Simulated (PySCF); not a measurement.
## Electronic structure of C$_{7}$H$_{11}$B (SMILES CC#CBC/C=C/C) in real space

| atom | x (Å) | y (Å) | z (Å) |
| --- | --- | --- | --- |
| C | -4.7510 | -0.5616 | -0.1243 |
| C | -3.3717 | -0.2217 | 0.1360 |
| C | -2.2190 | 0.0661 | 0.3632 |
| B | -0.7890 | 0.3963 | 0.6574 |
| C | 0.3481 | -0.4383 | -0.0696 |
| C | 1.7287 | -0.2178 | 0.4565 |
| C | 2.7001 | 0.4050 | -0.1900 |
| C | 4.0703 | 0.6413 | 0.3559 |
| H | -4.8243 | -1.2645 | -0.9545 |
| H | -5.1864 | -1.0188 | 0.7648 |
| H | -5.3175 | 0.3383 | -0.3653 |
| H | -0.5313 | 1.2610 | 1.4065 |
| H | 0.3193 | -0.1828 | -1.1344 |
| H | 0.1085 | -1.5053 | -0.0142 |
| H | 1.9084 | -0.5934 | 1.4569 |
| H | 2.5274 | 0.7870 | -1.1891 |
| H | 4.1719 | 0.2088 | 1.3484 |
| H | 4.2754 | 1.7105 | 0.4166 |
| H | 4.8226 | 0.1993 | -0.2979 |

Geometry: GFN2-xTB.

These are results of PBE0/def2-SVPD, SCF density, gas phase in PySCF 2.14.0, not measurements.

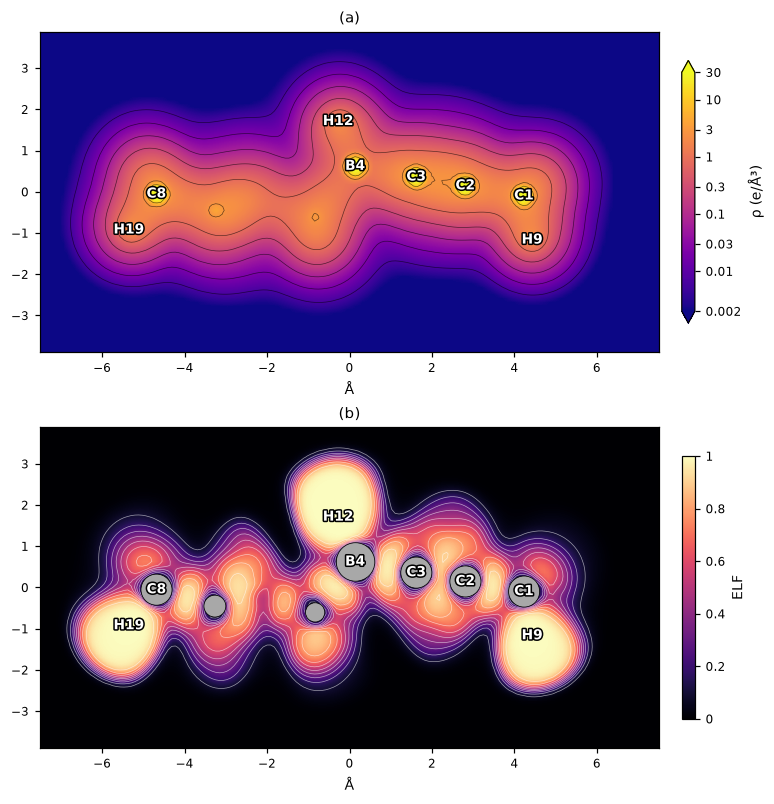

Figure 1. (a) total electron density; (b) ELF on the plane of atoms C2, C1 and H9. Grey discs cover the atomic cores in the ELF map.

Question: What does the map show?

Answer:
- Atoms in the plane: C, B and H.
- C–C (1.21 Å): ρ at the midpoint is about 2.7 e/Å³; the ELF peaks at about 0.90 between the atoms: a short, multiple covalent bond.
- C–B (1.50 Å): ρ at the midpoint is about 1.5 e/Å³; the ELF peaks at about 0.95 between the atoms: localised, covalent bonding.
- C–H (1.09 Å): ρ is about 1.9 e/Å³ halfway; the ELF climbs to about 1 towards the hydrogen, as it does in any bond to H: an ordinary covalent bond to hydrogen.
- B–H (1.17 Å): ρ is about 1.3 e/Å³ halfway; the ELF climbs to about 1 towards the hydrogen: a covalent bond by its length.

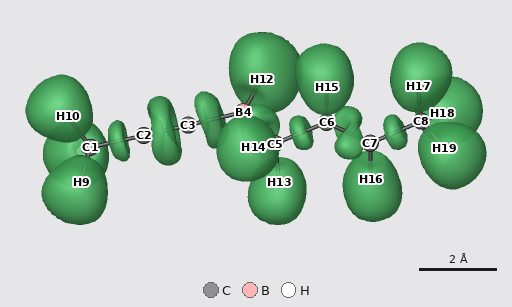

Figure 2. Isosurface of the electron localisation function at 0.8 (green), seen at a tilt. Only the valence region is drawn (cores and ρ < 0.01 e/Å³ removed).

Question: Describe the localisation domains.

Answer: The surface consists of two regions between bonded B–C atoms (shared pairs), five regions between bonded C–C atoms (shared pairs) and eleven regions around hydrogen nuclei.

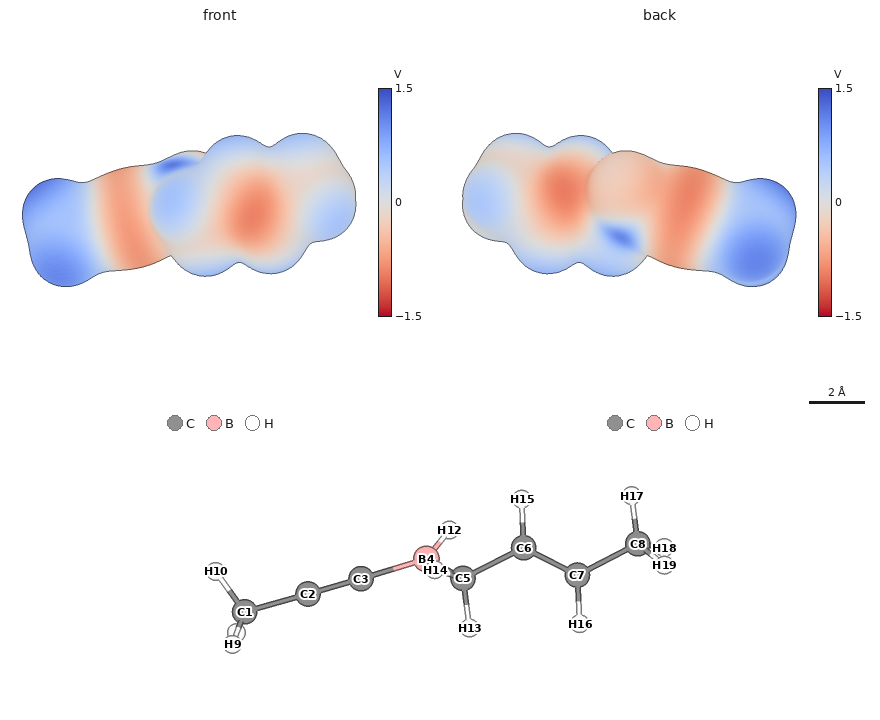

Figure 3. The molecular electrostatic potential painted on the density surface at 0.002 e/bohr³, seen from the front and from behind; red is negative and blue positive. The bare structure is drawn below in the same view.

Question: Describe the electrostatic potential map.

Answer: The most negative region (about −0.9 V) lies over the π face of C3, C6 and C7, the most positive (about +1.1 V) over B4, H9, H10 and H11.
